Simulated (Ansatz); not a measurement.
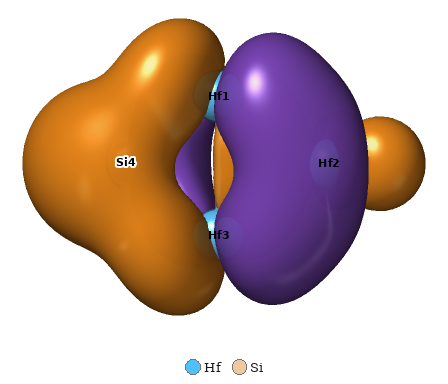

The picture shows: Hf$_{3}$Si. The HOMO−1 at ±0.05 Å⁻³ᐟ² (orange and purple are the two phases), seen at a tilt.

Geometry: B3LYP-D4/def2-SVP; core potentials replace the inner electrons of Hf.

These are results of RKS PBE0-D4/def2-TZVP (Ansatz 0.2.0), not measurements.

Input file:

```
crystal:
  periodic: [false, false, false]
  atoms:
    - {symbol: Hf, position_ang: [1.359043, 0.315440, 0.451410]}
    - {symbol: Hf, position_ang: [-0.837584, 1.904184, 0.628040]}
    - {symbol: Hf, position_ang: [-0.984939, -0.216008, -1.065029]}
    - {symbol: Si, position_ang: [0.463480, -2.003606, -0.014420]}
basis:
  gaussian: {orbitals: def2-TZVP, initial_orbitals: start.molden}
hamiltonian: {xc: pbe0, dispersion: d4}
scf: {omitted_lower_state_checks: [starts]}
output: {forces: true, orbitals: {seedname: orbitals}}
```

Command:

```sh
ansatz run in.yaml --threads 4 --pin off --events-out ev --progress --plain --max-ram 3916MiB
```

Where does this orbital lie, and at what energy?

Answer. It lies mainly on Hf1 (about 25 %), Hf3 (about 25 %), Hf2 (about 25 %) and Si4 (about 20 %). Its energy is −4.16 eV.
